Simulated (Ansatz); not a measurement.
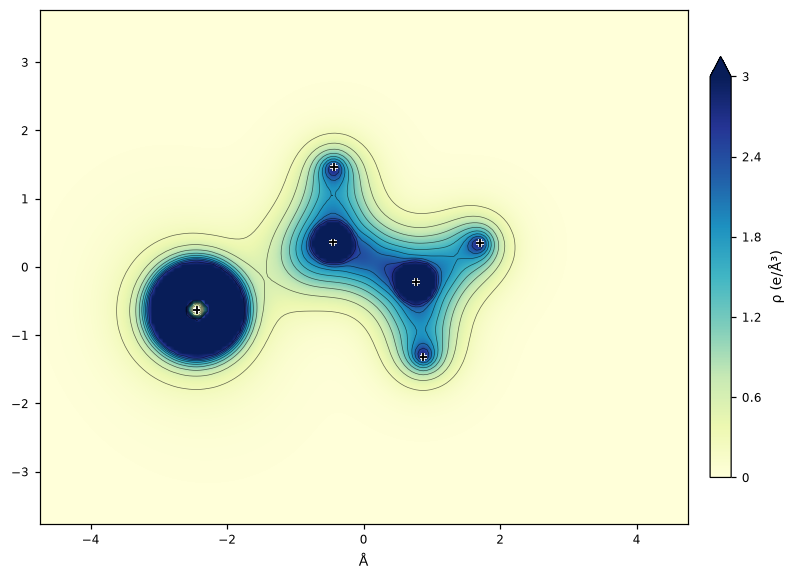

The electron density on a plane through atoms (crosses mark nuclei in the plane).

The calculation used isolated molecule in a Gaussian basis; Kohn-Sham density functional theory, functional PBE0 (Ansatz 0.2.0).

Candidates:
A. CH4O2
B. C2H3Sn (charge −1, triplet)
C. GaH6NaSi3

Question: Which candidate gave the map?

Answer: Candidate B: C2H3Sn on the molecular plane, which holds C, Sn and H. C–C (1.35 Å): ρ is about 2.3 e/Å³ halfway. C–Sn (2.23 Å): ρ is about 0.59 e/Å³ halfway.
